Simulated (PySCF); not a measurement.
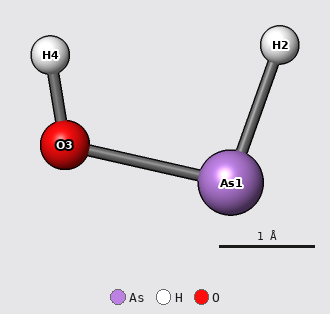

The structure (ball-and-stick view, seen at a tilt; atoms are numbered from 1 in the order of the input).

Frequency calculation of AsHOH

- system: AsHOH, multiplicity 2
- method: UKS-based PBE0, As def2-TZVP, H def2-TZVP, O def2-TZVP; non-relativistic Hamiltonian; density fitting (PySCF 2.14.0)

## The program's output
```
init E= -2311.95719749319
  alpha nocc = 22  HOMO = -0.219588992541404  LUMO = -0.0128839480207219
  beta  nocc = 21  HOMO = -0.30849657938041  LUMO = -0.0888027247005567
  HOMO = -0.219588992541  LUMO = -0.0888027247006  gap/eV = 3.55888
cycle= 1 E= -2311.9571974932  delta_E= -1.27e-11  |g|= 2.87e-06  |ddm|= 5.39e-06
  alpha nocc = 22  HOMO = -0.219589094993836  LUMO = -0.012884076317988
  beta  nocc = 21  HOMO = -0.308496734353177  LUMO = -0.0888028319994234
  HOMO = -0.219589094994  LUMO = -0.0888028319994  gap/eV = 3.55888
Extra cycle  E= -2311.95719749317  delta_E= 2.82e-11  |g|= 2.42e-06  |ddm|= 4.1e-06
converged SCF energy = -2311.95719749317  <S^2> = 0.7547403  2S+1 = 2.0047347
```

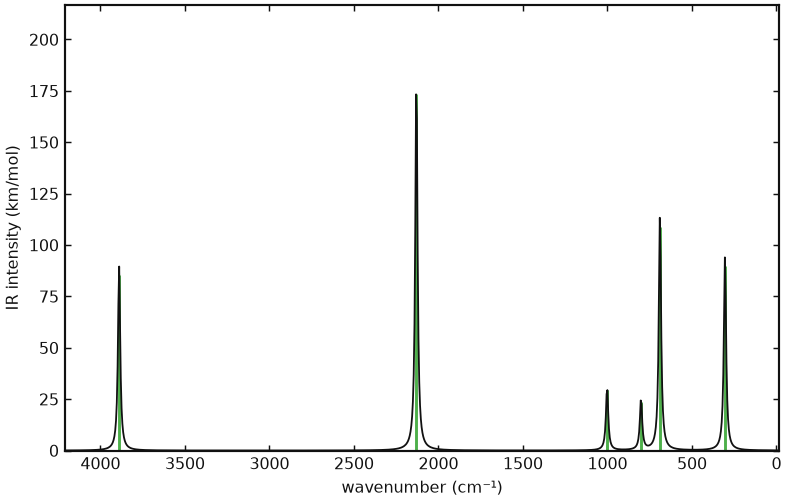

Harmonic infrared spectrum, unscaled: sticks (degenerate modes added up, dark ones marked on the axis) with a Lorentzian envelope of 16 cm⁻¹ full width, scaled to the tallest stick. 6 modes from 305 to 3890 cm⁻¹, none imaginary. The strongest line is at 2131 cm⁻¹ (173 km/mol). All modes, in cm⁻¹ (km/mol): 305 (90), 690 (109), 802 (24), 1002 (29), 2131 (173), 3890 (86).

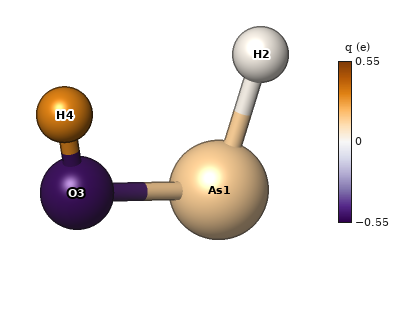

Mulliken charges, as the colour of each atom (ball-and-stick view, seen at a tilt; atoms are numbered from 1 in the order of the input). By element: As +0.17, H +0.03 to +0.33 and O −0.53 e.

The run was set up as follows.

## Input
```python
from pyscf import gto, scf, dft
mol = gto.M(atom='''
As     0.270505    -0.081537    -0.170930
H      1.202155     0.485069     0.915232
O     -1.271541     0.305295     0.649359
H     -1.131850     0.736285     1.496122''',
    basis={'As': 'def2-TZVP', 'H': 'def2-TZVP', 'O': 'def2-TZVP'},
    charge=0, spin=1)
mf = dft.UKS(mol, xc='PBE0')
mf.grids.atom_grid = (75, 302)
aux = {'As': 'def2-universal-JKFIT', 'H': 'def2-universal-JKFIT', 'O': 'def2-universal-JKFIT'}
mf = mf.density_fit(auxbasis=aux)
mf.conv_tol = 1e-09
mf.diis_space = 10
mf.max_cycle = 60
mf.verbose = 4
mf.kernel()
```

The script is an equivalent of the set-up of the self-consistent field. The run itself was carried out by a driver, which started from the orbitals of the step before it where there was one and computed the further properties.

Run as:
```bash
OMP_NUM_THREADS=4 python axn.py task.json out
```

## Results in brief

- outcome: converged
- total energy: −2311.957197 hartree
- ⟨S²⟩: 0.755
- zero-point energy: 0.020090 hartree
- dipole moment: 1.64 D
- wavenumbers, lowest and highest: 305 and 3890 cm⁻¹
- hardware: 4 threads of Arm Neoverse V1, 24 GiB of memory available, shared host
- wall time: 40 s (CPU time 2 min)
- peak memory: 1.1 GiB
